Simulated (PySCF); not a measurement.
## Excited-state calculation of C$_{3}$H$_{7}$FSSi

C$_{3}$H$_{7}$FSSi, computed with TDDFT wB97X-D/def2-SVPD, vertical, gas phase, core orbitals frozen in the response (PySCF 2.14.0).

The geometry comes from this level: GFN2-xTB. It belongs to a series of runs on one base structure; here: H on C replaced by F.

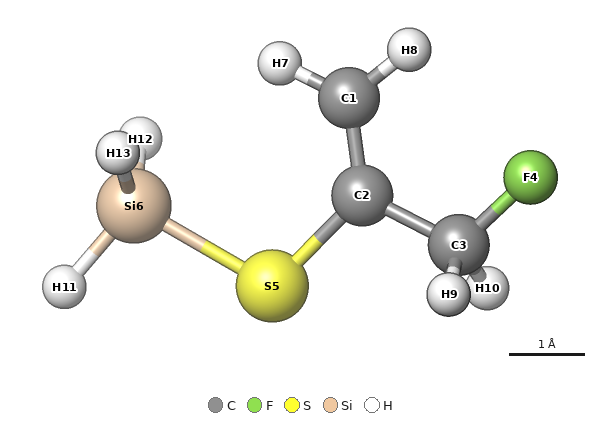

Fig. 1: The input geometry (ball-and-stick view, seen at a tilt; atoms are numbered from 1 in the order of the input). Bond lengths as drawn: C–C 1.32 to 1.50 Å, C–F 1.37 Å, C–H 1.08 to 1.10 Å, C–S 1.77 Å, H–Si 1.45 to 1.46 Å and S–Si 2.16 Å.

Summary

| quantity | value |
| --- | --- |
| outcome | converged |
| total energy | −905.605598 hartree |
| HOMO | −8.57 eV |
| LUMO | 1.42 eV |
| dipole moment | 1.83 D |
| mean polarisability | 84.99 a.u. |
| lowest singlet excitation | 5.65 eV |
| hardware | 1 CPU thread, shared host |
| wall time | 61 s |
| peak memory | 0.82 GiB |

The input
```
{"job": {"kind": "uv", "xc": "wB97X-D", "basis": "def2-SVPD", "nstates": 8, "ntriplets": 3}, "charge": 0, "multiplicity": 1}
C     -0.363724     0.797955     1.023520
C     -0.669158    -0.108927     0.110306
C     -2.075207    -0.538548    -0.196508
F     -2.993902     0.118792     0.576666
S      0.476829    -0.991865    -0.909539
Si     2.387910    -0.045947    -0.580815
H      0.647410     1.091484     1.241541
H     -1.146070     1.276006     1.588097
H     -2.320920    -0.327669    -1.243872
H     -2.197596    -1.611498    -0.007800
H      3.214093    -0.738492    -1.553234
H      2.805840    -0.295986     0.793489
H      2.230107     1.375180    -0.859581
```

The first line tells a small driver script what to run in PySCF; the rest is the geometry in Å.

Run as:
```bash
OMP_NUM_THREADS=1 python <driver script> task.json out
```

Output
```
coarse grid: 11936 points
cycle   1  E = -905.4350930002  dE =  6.216e-01  |g| = 5.211e-01  |ddm| = 5.135e+00
cycle   2  E = -905.4423429366  dE = -7.250e-03  |g| = 5.673e-01  |ddm| = 1.585e+00
cycle   3  E = -905.4975187649  dE = -5.518e-02  |g| = 6.065e-02  |ddm| = 6.621e-01
cycle   4  E = -905.4983819311  dE = -8.632e-04  |g| = 2.191e-02  |ddm| = 1.786e-01
cycle   5  E = -905.4985307387  dE = -1.488e-04  |g| = 4.930e-03  |ddm| = 7.797e-02
cycle   6  E = -905.4985388483  dE = -8.110e-06  |g| = 2.230e-03  |ddm| = 1.719e-02
final grid: 106504 points
cycle   7  E = -905.6055901212  dE = -8.288e-05  |g| = 5.926e-03  |ddm| = 1.249e-01
cycle   8  E = -905.6055911047  dE = -9.835e-07  |g| = 6.260e-03  |ddm| = 2.223e-02
cycle   9  E = -905.6055977517  dE = -6.647e-06  |g| = 6.188e-04  |ddm| = 7.100e-03
cycle  10  E = -905.6055978530  dE = -1.013e-07  |g| = 3.151e-04  |ddm| = 2.237e-03
cycle  11  E = -905.6055978816  dE = -2.854e-08  |g| = 7.163e-05  |ddm| = 9.638e-04
cycle  12  E = -905.6055978834  dE = -1.847e-09  |g| = 3.038e-05  |ddm| = 2.415e-04
cycle  13  E = -905.6055978837  dE = -3.199e-10  |g| = 6.626e-06  |ddm| = 7.976e-05
```

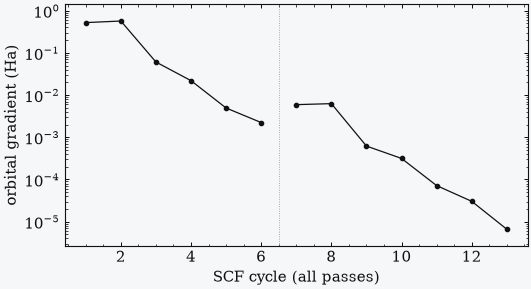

Fig. 2: Convergence of the self-consistent field: orbital gradient against the SCF cycle. The dotted line marks the change from a coarse to the final integration grid. The first 6 cycles use a coarse grid, the final grid takes over at cycle 7, and the field converges after 13 cycles in all.

```
converged SCF energy = -905.6055978837

Static polarisability (au): isotropic 84.993, principal 64.444 88.812 101.724

Singlet excitations
state   eV       nm        f      main configurations
  1   5.6534    219.3   0.01353   H->L 0.69, H->L+3 0.17
  2   6.0040    206.5   0.01737   H->L+3 0.35, H->L+2 0.34, H->L 0.20
  3   6.0392    205.3   0.16707   H->L+1 0.94
  4   6.5363    189.7   0.00151   H->L+2 0.52, H->L+3 0.35
  5   7.1158    174.2   0.00490   H->L+5 0.66, H->L+4 0.19
  6   7.3568    168.5   0.01886   H->L+6 0.44, H->L+7 0.32
  7   7.5094    165.1   0.02724   H->L+4 0.51, H->L+5 0.27, H->L+6 0.08
  8   7.6549    162.0   0.01519   H->L+6 0.21, H-1->L+1 0.15, H->L+4 0.13

Triplet excitations (Tamm-Dancoff, eV): 4.1939 5.4198 5.6640
```

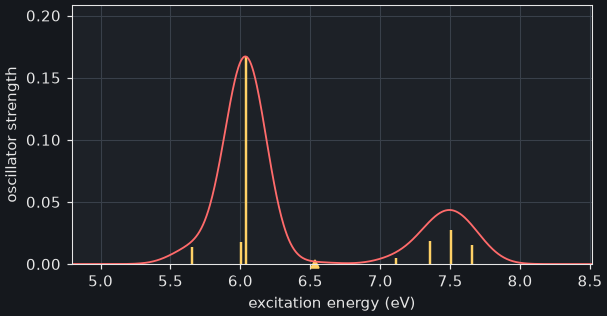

Fig. 3: Computed excitations as sticks (degenerate states added up, dark ones marked on the axis), with a Gaussian envelope of 0.35 eV full width at half maximum, scaled to the tallest. Of the 8 states the lowest lies at 5.65 eV (f = 0.014); the strongest line is at 6.04 eV, or 205 nm (f = 0.167).

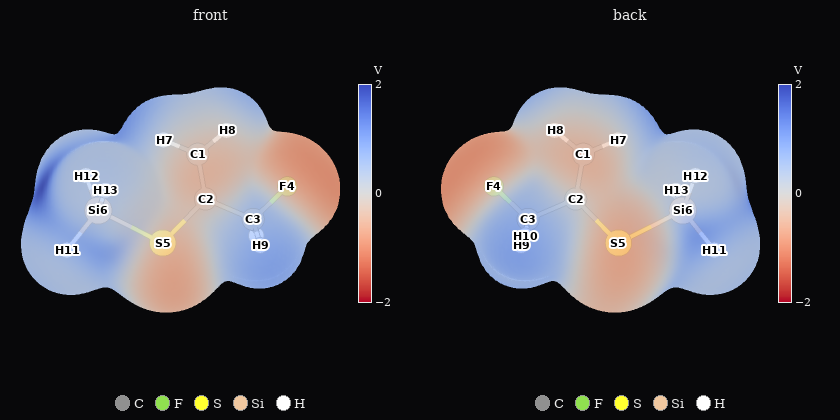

Fig. 4: The electrostatic potential painted on the density surface at 0.002 e/bohr³, seen face on and from behind; the colour scale runs from red (negative) to blue (positive). A positive charge is drawn to the negative regions and a negative charge to the positive ones.

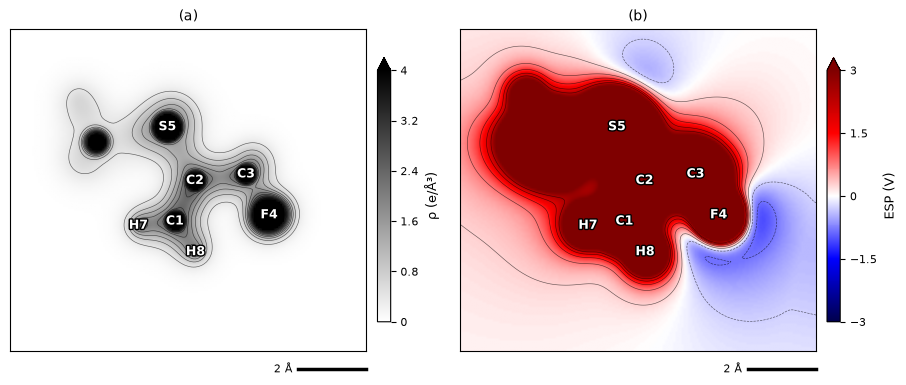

Fig. 5: (a) electron density; (b) electrostatic potential on the plane of atoms H7, C1 and H8. C–C (1.32 Å): ρ is about 2.3 e/Å³ halfway. C–F (1.37 Å): ρ is about 2.1 e/Å³ halfway, with its minimum of 1.6 e/Å³ about 0.5 Å from C. C–S (1.77 Å): ρ at the midpoint is about 1.3 e/Å³. C–H (1.08 Å): ρ is about 2 e/Å³ halfway.

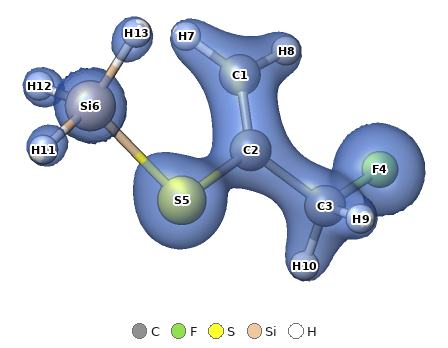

Fig. 6: Isosurface of the electron density at 1 e/Å³ (blue), seen at an oblique angle. At this value the surface falls into five separate pieces. It is pinched off along the Si–S (2.16 Å) contacts. On the grid the lowest density along these lines, outside the cores, is 2.3 e/Å³ (C–C, 1.32 Å), 1.6 e/Å³ (C–F, 1.37 Å), 1.3 e/Å³ (C–S, 1.77 Å) and 0.61 e/Å³ (Si–S, 2.16 Å).
